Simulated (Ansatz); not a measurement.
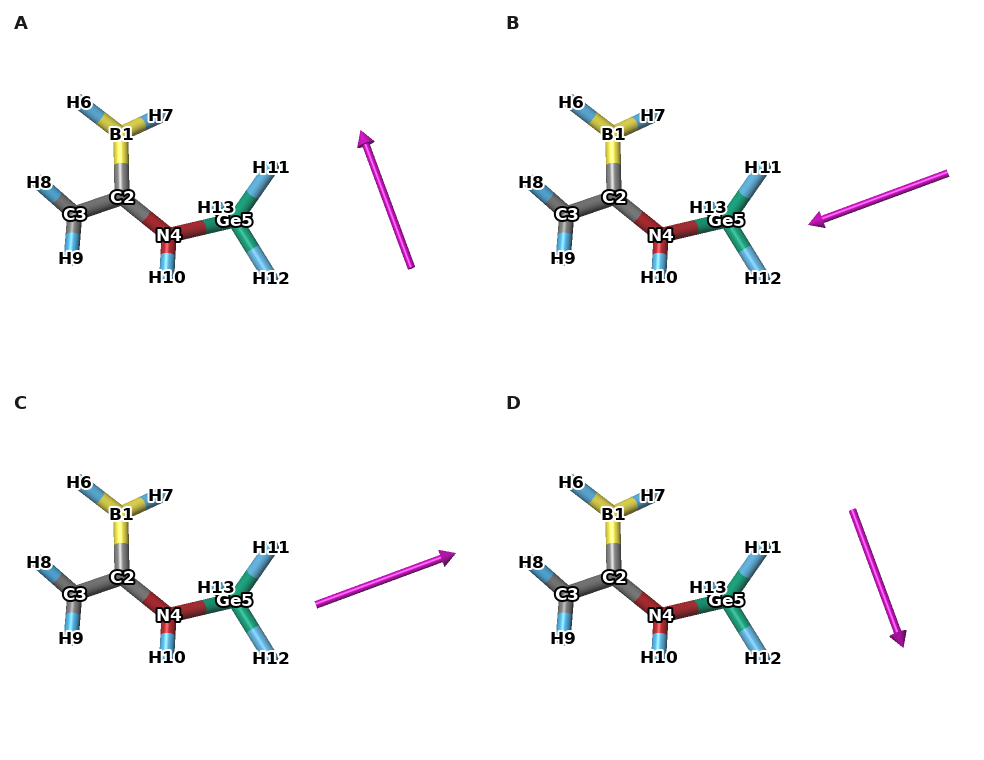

The same molecule four times, each with an arrow. Computed geometry: PBE-D4/def2-SVP optimisation. No frequency run is at hand to confirm it as a minimum. Level of theory: RKS PBE-D4/def2-SVP (Ansatz 0.2.0).

Which arrow points along the dipole moment, from the negative to the positive end?

D. The dipole moment is 1.65 D; it points from the side of H6 to the side of H12 (the outermost atoms at the two ends).
